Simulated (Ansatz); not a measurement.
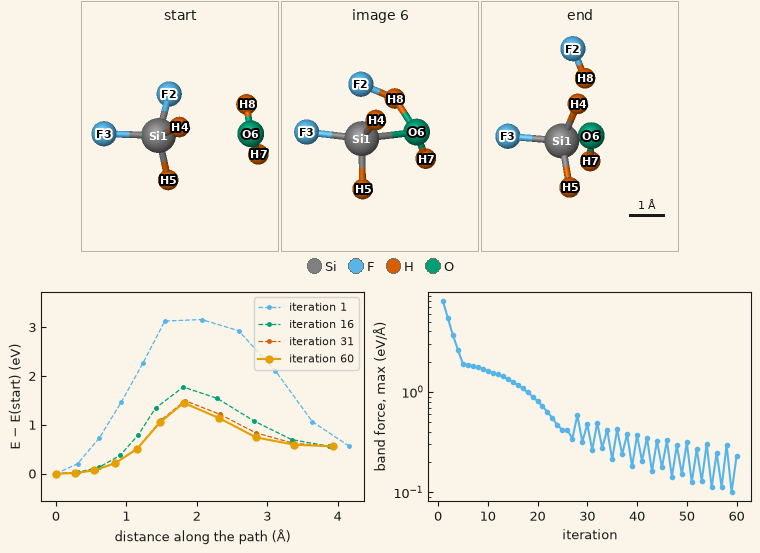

A search for the minimum-energy path of SiH₄OF₂, made up at the start of SiH₂F₂ and H2O by the nudged elastic band. Images are numbered from 0 (start) to 10 (end). The plot follows the band through its iterations. The picture is a ball-and-stick view, seen at a tilt.

Level of theory: RKS B3LYP/6-31G* (Ansatz). Set-up: 9 movable images; climbing image; force threshold 0.03 eV/Å; iteration limit 60; optimiser L-BFGS; largest step 0.02 Å; starting path through a guess of the saddle point.

> Did the band converge, and can the barrier be trusted?

The result isn't final. The band hadn't converged when the run stopped after 60 iterations. The largest component of the band force went from 8 to 0.23 eV/Å. The barrier read from it is provisional, though the highest image hardly moved in the last two iterations. The step length is far from the usual. The first iteration put the highest image at 3.16 eV. Forward barrier 1.45 eV, backward barrier 0.89 eV, with image 6 at the top; the reaction energy is +0.56 eV.

Limits of the set-up: the start holds two separate molecules, 2.3 Å apart at their closest, whose relative position is a soft coordinate and is computed without a dispersion correction.

The run took 20 min on 1 thread of Arm Neoverse V1, on a shared host, peak memory 0.14 GiB.
